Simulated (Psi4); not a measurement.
# triplet InNH4 at 3 levels

We compute a comparison of 3 runs (UMP2/def2-SVP, UCCSD/def2-SVP, UCCSD(T)/def2-SVP) of triplet InNH4. 

The results are computed with Psi4 1.11.

17 further runs of the same task are left out: 16 that didn't finish, 1 set aside as unsound or not needed.

## Step 1: Starting point

InNH4 has 6 atoms, charge 0, and is taken as a triplet. SMILES of the parent species: `[NH2][InH2]`. The coordinates come from a PBE0-D4/def2-TZVP relaxation. That shape belongs to the parent species and isn't relaxed for this state.

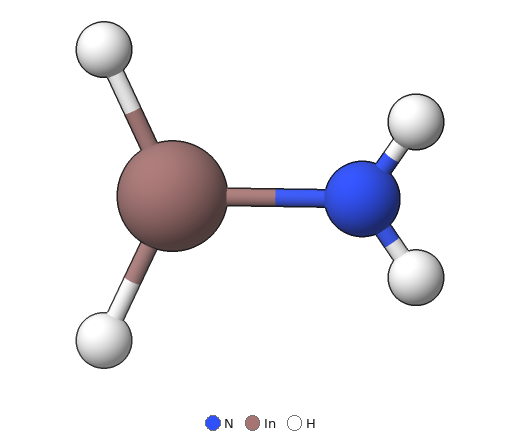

The structure, seen from a chosen angle (nitrogen blue, indium brown, hydrogen white).

## Step 2: A single-point energy at UMP2/def2-SVP (core potential) (run 1)

File run.py:

```python
import numpy as np
from ase.calculators.psi4 import Psi4
from ase import Atoms

a = Atoms(['N', 'In', 'H', 'H', 'H', 'H'], positions=[
    [-0.092200, -1.060500, 0.036600],
    [0.095300, 0.935900, -0.048300],
    [-0.598000, -1.552900, 0.753400],
    [0.311900, -1.697300, -0.629300],
    [1.012500, 1.520500, -1.370700],
    [-0.687400, 1.790300, 1.212100],
])
calc = Psi4(atoms=a, method='mp2', basis='def2-SVP', memory='2200MB', num_threads=1, charge=0, multiplicity=3, label='calc', reference='uhf')
calc.psi4.set_options({'puream': True, 'e_convergence': 1e-09, 'd_convergence': 1e-08, 'scf_type': 'pk', 'num_frozen_docc': 5, 'mp2_type': 'conv', 'maxiter': 100})
a.calc = calc

print(f'energy: {a.get_potential_energy():.6f} eV')
```

Launch:

```bash
python run.py
```

calc.dat:

```text
[...]
    !!!  WARNING: ECP capability is in beta. Please check occupations closely.  !!!
[...]
  Running in c1 symmetry.
[...]
  Nuclear repulsion =   70.741603805927312
[...]
  Multiplicity = 3
[...]
  Nalpha       = 17
  Nbeta        = 15
[...]
    Number of basis functions: 60
[...]
   @UHF iter   1:  -245.55052692200181   -1.23445e+00   8.85573e-03 ADIIS/DIIS
[...]
   @UHF iter  27:  -245.69912424206035    1.49441e-10   9.18724e-09 DIIS
[...]
   @S^2 Observed:                2.080387695E+00
[...]
    Orbital Energies [Eh]
    ---------------------
    Alpha Occupied:
       1A    -15.496880     2A     -5.396615     3A     -3.660257
       4A     -3.648928     5A     -3.647921     6A     -1.085451
       7A     -1.052065     8A     -1.049772     9A     -1.038288
      10A     -1.029401    11A     -1.003601    12A     -0.657655
      13A     -0.611837    14A     -0.562311    15A     -0.473179
      16A     -0.385499    17A     -0.167298
    Alpha Virtual:
      18A      0.066852    19A      0.107557    20A      0.142354
      21A      0.229363    22A      0.269919    23A      0.281746
      24A      0.284913    25A      0.302644    26A      0.401502
[...]
  @UHF Final Energy:  -245.69912424206035
   => Energetics <=
    Nuclear Repulsion Energy =             70.7416038059273120
    One-Electron Energy =                -551.9645339665637493
    Two-Electron Energy =                 235.5238059185761017
    Total Energy =                       -245.6991242420603498
  UHF NO Occupations:
  HONO-2 :   15  A 1.9616533
  HONO-1 :   16  A 1.0000000
[...]
 Multipole Moments:
 ------------------------------------------------------------------------------------
     Multipole            Electronic (a.u.)      Nuclear  (a.u.)        Total (a.u.)
 ------------------------------------------------------------------------------------
 L = 1.  Multiply by 2.5417464519 to convert [e a0] to [Debye]
 Dipole X            :          1.7989202           -1.7757233            0.0231969
 Dipole Y            :         19.4072759          -18.9634003            0.4438756
 Dipole Z            :         -0.8341134            0.8094175           -0.0246959
 Magnitude           :                                                    0.4451668
[...]
	SCS-MP2 Total Energy (a.u.)        :  -245.96203255294853
	SOS-MP2 Total Energy (a.u.)        :  -245.94014458369290
	SCSN-MP2 Total Energy (a.u.)       :  -245.81469271973017
[...]
	SOS-PI-MP2 Total Energy (a.u.)     :  -245.98031464063166
[...]
	MP2 Total Energy (a.u.)            :  -245.96563843452111
[...]
```

The script printed:

```text
energy: -6693.065936 eV
```

It took 4.2 s on 1 thread of Intel Xeon Platinum 8259CL at 2.50GHz (Skylake/Cascade Lake), shared host; peak memory 0.25 GiB.

## Step 3: The energy at UCCSD/def2-SVP (core potential) (run 2)

File h4inn.dat:

```
memory 2.2 GB

molecule {
  0 3
  N     -0.17423275    -2.00405456     0.06916398
  In     0.18009090     1.76859468    -0.09127377
  H     -1.13005622    -2.93455570     1.42371966
  H      0.58940558    -3.20743215    -1.18920465
  H      1.91334770     2.87332857    -2.59024760
  H     -1.29899774     3.38317668     2.29053704
  units au
  symmetry c1
  no_reorient
  no_com
}

set reference uhf
set puream true
set e_convergence 1e-09
set d_convergence 1e-08
set scf_type pk
set num_frozen_docc 5
set maxiter 100

e_tot, wfn = energy('ccsd/def2-SVP', return_wfn=True)
```

Launch:

```bash
psi4 h4inn.dat h4inn.out -n 1
```

h4inn.out:

```text
[...]
    !!!  WARNING: ECP capability is in beta. Please check occupations closely.  !!!
[...]
  Running in c1 symmetry.
[...]
  Nuclear repulsion =   70.741603796292011
[...]
  Multiplicity = 3
[...]
  Nalpha       = 17
  Nbeta        = 15
[...]
    Number of basis functions: 60
[...]
   @UHF iter   1:  -245.55134016263824   -1.28968e+00   8.91775e-03 ADIIS/DIIS
[...]
   @UHF iter  27:  -245.69912424207010   -1.72520e-11   8.00142e-09 DIIS
[...]
   @S^2 Observed:                2.080387670E+00
[...]
    Orbital Energies [Eh]
    ---------------------
    Alpha Occupied:
       1A    -15.496880     2A     -5.396615     3A     -3.660257
       4A     -3.648928     5A     -3.647921     6A     -1.085451
       7A     -1.052065     8A     -1.049772     9A     -1.038289
      10A     -1.029401    11A     -1.003601    12A     -0.657654
      13A     -0.611837    14A     -0.562311    15A     -0.473179
      16A     -0.385499    17A     -0.167298
    Alpha Virtual:
      18A      0.066852    19A      0.107557    20A      0.142354
      21A      0.229363    22A      0.269919    23A      0.281746
      24A      0.284913    25A      0.302644    26A      0.401502
[...]
  @UHF Final Energy:  -245.69912424207010
   => Energetics <=
    Nuclear Repulsion Energy =             70.7416037962920115
    One-Electron Energy =                -551.9645341413553297
    Two-Electron Energy =                 235.5238061029932339
    Total Energy =                       -245.6991242420700985
  UHF NO Occupations:
  HONO-2 :   15  A 1.9616533
  HONO-1 :   16  A 1.0000000
[...]
 Multipole Moments:
 ------------------------------------------------------------------------------------
     Multipole            Electronic (a.u.)      Nuclear  (a.u.)        Total (a.u.)
 ------------------------------------------------------------------------------------
 L = 1.  Multiply by 2.5417464519 to convert [e a0] to [Debye]
 Dipole X            :         -2.6127484            2.6359790            0.0232306
 Dipole Y            :        -22.7827539           23.2266238            0.4438699
 Dipole Z            :          1.4730437           -1.4977969           -0.0247532
 Magnitude           :                                                    0.4451661
[...]
      * MP2 total energy                      = -245.965638437181354
[...]
      * CCSD total energy                     = -245.996516050612087
[...]
```

It took 30 s on 1 thread of Intel Xeon Platinum 8259CL at 2.50GHz (Skylake/Cascade Lake), shared host; peak memory 0.29 GiB.

## Step 4: The energy at UCCSD(T)/def2-SVP (core potential) (run 3)

File job.py:

```python
import psi4

psi4.set_memory('2200 MB')
psi4.set_num_threads(1)
psi4.set_output_file('psi4.out', False)

m = psi4.geometry("""
0 3
N
In 1 2.006982
H 1 1.006029 2 124.33148
H 1 1.006098 3 111.32922 2 179.68139
H 2 1.712237 1 114.98243 3 179.83438
H 2 1.712083 5 130.02136 1 -179.95697
units angstrom
symmetry c1
no_reorient
no_com
""")

options = {'basis': 'def2-SVP', 'reference': 'uhf', 'puream': True, 'e_convergence': 1e-09, 'd_convergence': 1e-08, 'scf_type': 'pk', 'num_frozen_docc': 5, 'maxiter': 100}
psi4.set_options(options)

e_tot = psi4.energy("ccsd(t)", molecule=m)
print(f'ccsd(t) energy: {e_tot:.10f} Eh')
```

Launch:

```bash
python job.py
```

psi4.out:

```text
[...]
    !!!  WARNING: ECP capability is in beta. Please check occupations closely.  !!!
[...]
  Running in c1 symmetry.
[...]
  Nuclear repulsion =   70.741603749912130
[...]
  Multiplicity = 3
[...]
  Nalpha       = 17
  Nbeta        = 15
[...]
    Number of basis functions: 60
[...]
   @UHF iter   1:  -245.53933722085020   -1.30352e+00   9.28140e-03 DIIS/ADIIS
[...]
   @UHF iter  26:  -245.69912427000398   -5.85487e-12   4.78227e-09 DIIS
[...]
   @S^2 Observed:                2.080387809E+00
[...]
    Orbital Energies [Eh]
    ---------------------
    Alpha Occupied:
       1A    -15.496880     2A     -5.396615     3A     -3.660257
       4A     -3.648928     5A     -3.647922     6A     -1.085451
       7A     -1.052065     8A     -1.049772     9A     -1.038289
      10A     -1.029401    11A     -1.003601    12A     -0.657654
      13A     -0.611837    14A     -0.562311    15A     -0.473179
      16A     -0.385499    17A     -0.167298
    Alpha Virtual:
      18A      0.066852    19A      0.107557    20A      0.142354
      21A      0.229363    22A      0.269919    23A      0.281746
      24A      0.284913    25A      0.302644    26A      0.401502
[...]
  @UHF Final Energy:  -245.69912427000398
   => Energetics <=
    Nuclear Repulsion Energy =             70.7416037499121302
    One-Electron Energy =                -551.9645334770065119
    Two-Electron Energy =                 235.5238054570903898
    Total Energy =                       -245.6991242700039777
  UHF NO Occupations:
  HONO-2 :   15  A 1.9616532
  HONO-1 :   16  A 1.0000000
[...]
 Multipole Moments:
 ------------------------------------------------------------------------------------
     Multipole            Electronic (a.u.)      Nuclear  (a.u.)        Total (a.u.)
 ------------------------------------------------------------------------------------
 L = 1.  Multiply by 2.5417464519 to convert [e a0] to [Debye]
 Dipole X            :          0.0246653           -0.0060511            0.0186142
 Dipole Y            :          0.0055942           -0.0004121            0.0051821
 Dipole Z            :         19.5082928          -19.0635464            0.4447464
 Magnitude           :                                                    0.4451659
[...]
      * MP2 total energy                      = -245.965638453315933
[...]
      * CCSD total energy                     = -245.996516067517774
[...]
      * CCSD(T) total energy                     = -246.005763886334137
```

Standard output:

```text
ccsd(t) energy: -246.0057638863 Eh
```

It took 46 s on 1 thread of Intel Xeon Platinum 8259CL at 2.50GHz (Skylake/Cascade Lake), shared host; peak memory 0.29 GiB.

## Step 5: The series

```
run                               level  mp2 type  energy (Eh)  HOMO energy (eV)  LUMO energy (eV)  correlation energy (mEh)  wall time
  1      UMP2/def2-SVP (core potential)      conv  -245.965638             -4.55             -3.41                    -266.5      4.2 s
  2     UCCSD/def2-SVP (core potential)         –  -245.996516             -4.55             -3.41                    -297.4       30 s
  3  UCCSD(T)/def2-SVP (core potential)         –  -246.005764             -4.55             -3.41                    -306.6       46 s
```

## Step 6: Summary of results

| quantity | value |
| --- | --- |
| run 3: total energy | -246.00576 Eh |
| run 3: HOMO energy (Hartree–Fock orbitals) (highest over α and β) | -4.55 eV |
| run 3: LUMO energy (Hartree–Fock orbitals) (lowest over α and β) | -3.41 eV |
| run 3: correlation energy (5 core orbitals frozen) | -306.6 mEh |
| run 3: (T) correction | -9.25 mEh |
| run 3: ⟨S²⟩ of the reference determinant | 2.080 |
| run 3: T1 diagnostic | 0.028 |

All runs together took 80 s, the longest 46 s.
